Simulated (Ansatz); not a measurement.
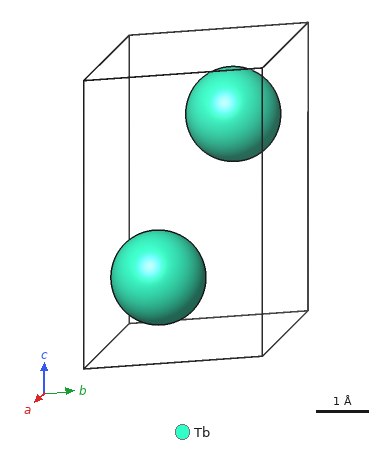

Spheres-only representation of a periodic structure, projected slightly off an axis. The outline marks the conventional unit cell.

The box has a = 3.590 Å, b = 3.590 Å, c = 5.756 Å, α = 90.00°, β = 90.00°, γ = 120.00°.

Q: Determine the atoms per cell.

A: 2 (terbium), counting shared atoms by their share.

Q: Space group?

A: P6_3/mmc (No. 194), with Tb on 2d.

Q: Give the prototype.

A: Hexagonal close-packed (Mg type).

The cell started as the standard structure of this element. Earlier steps of the study may have refined or changed the cell and positions. It was the input of a calculation with Ansatz.
